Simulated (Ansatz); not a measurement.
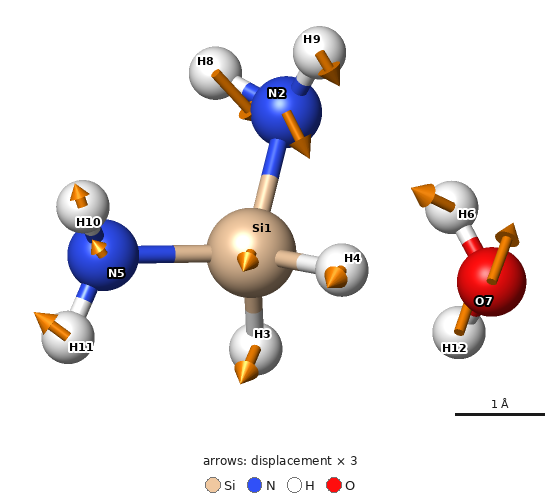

A relaxation of SiN₂H₈O. The starting structure is drawn; orange arrows show the displacements, magnified 3 times. The two geometries are superimposed by the best rigid fit.

The picture is a ball-and-stick view, seen at a tilt.

The run prepares an end point of a later path (reaction) calculation, from a guessed geometry.

These are results of Ansatz, RKS PBE0-D4/cc-pVDZ, not measurements. Set-up: no spin polarisation; force threshold 0.03 eV/Å; at most 50 steps.

### Describe the change and its energy.

The energy falls by 0.077 eV in 7 accepted moves (9 points after the start). Largest force component: 0.58 eV/Å at the start, 0.019 eV/Å at the end. The line search rejected the trial steps at points 1, 8 of the run. The largest moves after the best rigid fit, 0.29 Å, are those of H8 and H12. Largest moves by element: H 0.29 Å, O 0.28 Å, N 0.20 Å, Si 0.11 Å. Among the contacts that change: Si1–N2 1.795 → 1.766 Å, H6–O7 0.969 → 0.977 Å, O7–H12 0.958 → 0.965 Å. Cost: 11 s on 2 threads of AMD EPYC 9R45 96-Core Processor (Zen 5), on a shared host, peak memory 0.22 GiB.

Limits of the set-up: the start holds two separate molecules, 2.3 Å apart at their closest, whose relative position is a soft coordinate.
